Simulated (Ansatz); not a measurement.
**AlNH4 (SMILES [H][Al]([H])[NH2]): levels of theory compared**

Aim: a comparison of 6 runs (SVWN5/STO-3G, UPBE/STO-3G, BCCD(T)/STO-3G, CCSDT/STO-3G, CCSD/STO-3G, CCSD(T)/STO-3G) of AlNH4. 

The results are computed with Ansatz 0.2.0.

54 further runs of the same task are left out: 2 that didn't finish, 52 set aside as unsound or not needed.

## 1. The structure to begin with

The species is AlNH4 (6 atoms), meant as a singlet with charge 0. As SMILES, `[H][Al]([H])[NH2]`. The H6–N4 distance was set to 1.521 Å, away from the relaxed value. At this shape a bond of the SMILES string is far longer than usual.

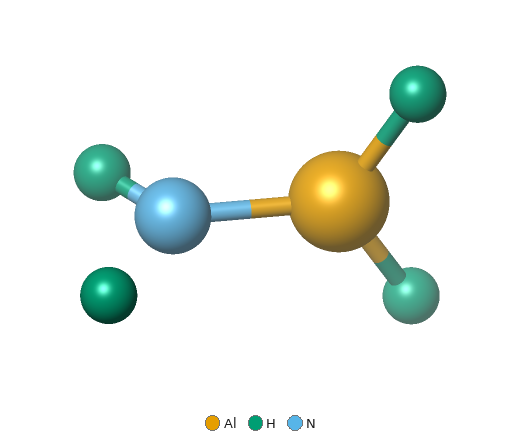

The structure, seen from a chosen angle (aluminium amber, hydrogen teal, nitrogen blue).

## 2. A single-point energy at SVWN5/STO-3G (run 1)

input.yaml reads:

```yaml
crystal:
  periodic: [false, false, false]
  atoms:
    - symbol: Al
      position_ang: [0.553951, 0.980012, -0.400604]
    - symbol: H
      position_ang: [2.093871, 1.024322, -0.364474]
    - symbol: H
      position_ang: [-0.174809, 2.338782, -0.425264]
    - symbol: "N"
      position_ang: [-0.335029, -0.556778, -0.411384]
    - symbol: H
      position_ang: [-0.661099, -1.067698, -1.224464]
    - symbol: H
      position_ang: [-0.763230, -1.367490, 0.802720]
basis:
  gaussian:
    orbitals: STO-3G
magnetization:
  spin_polarized: false
hamiltonian:
  xc: {name: SVWN5}
accuracy: high
```

On the command line:

```sh
$ ansatz run input.yaml --threads 1 --pin off --max-ram 2610MiB --events-out events.jsonl --progress --plain --runs-dir runs
```

Output:

```text
Warning: RAYON_NUM_THREADS=1 ignored (pool sized by the plan → 1); use --threads N
Functional definition: SVWN5
  name "SVWN5"
  exchange = slater_x
  correlation = vwn5_c
312 factors; integrals over basis functions are off by at most 1.5e-8 eV
mean field evaluation 1: about -8003.0188 eV, gradient 3.3e1 eV
mean field evaluation 2: about -7955.1977 eV, gradient 1.0e2 eV
mean field evaluation 4: about -8006.2709 eV, gradient 5.8e0 eV
mean field evaluation 8: about -8006.3070 eV, gradient 3.7e-1 eV
mean field evaluation 16: about -8006.3078 eV, gradient 6.3e-6 eV
mean field -8006.30781198 eV, -294.2263852200 hartree, gradient 7.9e-9 eV, S^2 0.000000; 0 other end points of the search recorded, 0 dependent functions left out
reference -8006.30781397 eV, -294.2263852929 hartree; 12, 12 occupied and 6, 6 virtual orbitals, 312 factors
Total energy: -8006.30781397 eV, -294.2263852929 hartree
```

Wall time 0.61 s (1 thread of Intel Xeon Platinum 8488C (Sapphire Rapids), shared host).

## 3. The energy at UPBE/STO-3G (run 2)

run.yaml reads:

```yaml
crystal:
  periodic: [false, false, false]
  atoms:
    - {symbol: Al, position_ang: [0.553951, 0.980012, -0.400604]}
    - {symbol: H, position_ang: [2.093871, 1.024322, -0.364474]}
    - {symbol: H, position_ang: [-0.174809, 2.338782, -0.425264]}
    - {symbol: N, position_ang: [-0.335029, -0.556778, -0.411384]}
    - {symbol: H, position_ang: [-0.661099, -1.067698, -1.224464]}
    - {symbol: H, position_ang: [-0.763230, -1.367490, 0.802720]}
basis:
  gaussian: {orbitals: STO-3G}
magnetization: {spin_polarized: true}
hamiltonian: {xc: pbe}
accuracy: high
```

On the command line:

```sh
$ ansatz run run.yaml --threads 1 --pin off --max-ram 2610MiB --events-out events.jsonl --progress --plain --runs-dir runs
```

Output:

```text
Warning: RAYON_NUM_THREADS=1 ignored (pool sized by the plan → 1); use --threads N
Functional definition: PBE
  name "PBE"
  parameter kappa = 0.804
  parameter beta = 0.06672455060314922
  exchange = pbe_x(kappa = kappa, mu = beta*pi^2/3)
  correlation = pbe_c(beta = beta)
312 factors; integrals over basis functions are off by at most 1.5e-8 eV
mean field evaluation 1: about -8040.1692 eV, gradient 2.3e1 eV
mean field evaluation 2: about -7995.7794 eV, gradient 7.0e1 eV
mean field evaluation 4: about -8043.2529 eV, gradient 3.8e0 eV
mean field evaluation 8: about -8043.2818 eV, gradient 2.4e-1 eV
mean field evaluation 16: about -8043.2825 eV, gradient 2.2e-6 eV
mean field -8043.28246396 eV, -295.5851786179 hartree, gradient 5.8e-8 eV, S^2 0.000000; 0 other end points of the search recorded, 0 dependent functions left out
reference -8043.28246601 eV, -295.5851786931 hartree; 12, 12 occupied and 6, 6 virtual orbitals, 312 factors
Total energy: -8043.28246601 eV, -295.5851786931 hartree
```

Run time: 1.9 s. Hardware: 1 thread of Intel Xeon Platinum 8488C (Sapphire Rapids), shared host; peak memory 0.17 GiB.

Run 3 isn't shown in full; the table further down has it.

## 4. The energy at CCSDT/STO-3G (run 4)

input.yaml, as its differences from that of step 2:

```diff
@@ -9,3 +9,3 @@
       position_ang: [-0.174809, 2.338782, -0.425264]
-    - symbol: "N"
+    - symbol: N
       position_ang: [-0.335029, -0.556778, -0.411384]
@@ -18,6 +18,7 @@
     orbitals: STO-3G
-magnetization:
-  spin_polarized: false
-hamiltonian:
-  xc: {name: SVWN5}
+correlation:
+  method: ccsdt
+  frozen_orbitals: {Al: 5, H: 0, "N": 1}
 accuracy: high
+scf:
+  omitted_lower_state_checks: [cluster_reference, increment]
```

On the command line:

```sh
$ ansatz run input.yaml --threads 1 --pin off --max-ram 2610MiB --events-out events.jsonl --progress --plain --runs-dir runs
```

Output:

```text
Warning: RAYON_NUM_THREADS=1 ignored (pool sized by the plan → 1); use --threads N
[... 11 lines left out ...]
6 core orbitals not correlated: weight in the atoms' cores, before any rotation towards them, 0.999 or more for the frozen orbitals, at most 0.000 for the correlated occupied ones
[... 31 lines left out ...]
Total energy: -8029.46343151 eV, -295.0773385420 hartree
Checks for a lower state left out: cluster_reference, increment
```

Run time: 0.28 s. Hardware: 1 thread of Intel Xeon Platinum 8488C (Sapphire Rapids), shared host.

Run 5 isn't shown in full; the table further down has it.

## 5. The energy at CCSD(T)/STO-3G (run 6)

job.yaml reads:

```yaml
crystal:
  periodic: [false, false, false]
  atoms:
    - {symbol: Al, position_ang: [0.553951, 0.980012, -0.400604]}
    - {symbol: H, position_ang: [2.093871, 1.024322, -0.364474]}
    - {symbol: H, position_ang: [-0.174809, 2.338782, -0.425264]}
    - {symbol: "N", position_ang: [-0.335029, -0.556778, -0.411384]}
    - {symbol: H, position_ang: [-0.661099, -1.067698, -1.224464]}
    - {symbol: H, position_ang: [-0.763230, -1.367490, 0.802720]}
basis:
  gaussian:
    orbitals: STO-3G
magnetization:
  spin_polarized: false
  initial_magnetization: 0
correlation:
  method: ccsd_t
  frozen_orbitals: {Al: 5, H: 0, "N": 1}
accuracy: high
scf:
  omitted_lower_state_checks: [cluster_reference, increment]
```

On the command line:

```sh
$ ansatz run job.yaml --threads 1 --pin off --max-ram 2610MiB --events-out events.jsonl --progress --plain --runs-dir runs
```

Output:

```text
Warning: RAYON_NUM_THREADS=1 ignored (pool sized by the plan → 1); use --threads N
[... 11 lines left out ...]
6 core orbitals not correlated: weight in the atoms' cores, before any rotation towards them, 0.999 or more for the frozen orbitals, at most 0.000 for the correlated occupied ones
[... 27 lines left out ...]
Total energy: -8029.45259680 eV, -295.0769403739 hartree
Checks for a lower state left out: cluster_reference, increment
```

Wall time 0.2 s (1 thread of Intel Xeon Platinum 8488C (Sapphire Rapids), shared host).

## 6. All runs side by side

```
run           level  frozen core orbitals  energy (Eh)  wall time
  1    SVWN5/STO-3G                     –  -294.226385     0.61 s
  2     UPBE/STO-3G                     –  -295.585179      1.9 s
  3  BCCD(T)/STO-3G                     6  -295.076934      0.2 s
  4    CCSDT/STO-3G                     6  -295.077339     0.28 s
  5     CCSD/STO-3G                     6  -295.075450      0.2 s
  6  CCSD(T)/STO-3G                     6  -295.076940      0.2 s
```

## 7. Results

| quantity | value |
| --- | --- |
| run 6: total energy | -295.07694 Eh |
| run 6: correlation energy (6 core orbitals frozen) | -131.4 mEh |
| run 6: (T) correction | -1.49 mEh |
| run 6: T1 diagnostic | 0.008 |

**Reading.** Totals of different functionals can't be ranked against each other. In runs 3, 4, 5, 6 the log says that unrestricted orbitals would lower the reference, so the values rest on an unstable closed-shell determinant (other closed-shell runs at this shape may share the fault). In runs 1, 2, 3, 4, 5, 6 the basis is minimal, so the values are rough. All runs together took 3.4 s, the longest 1.9 s.
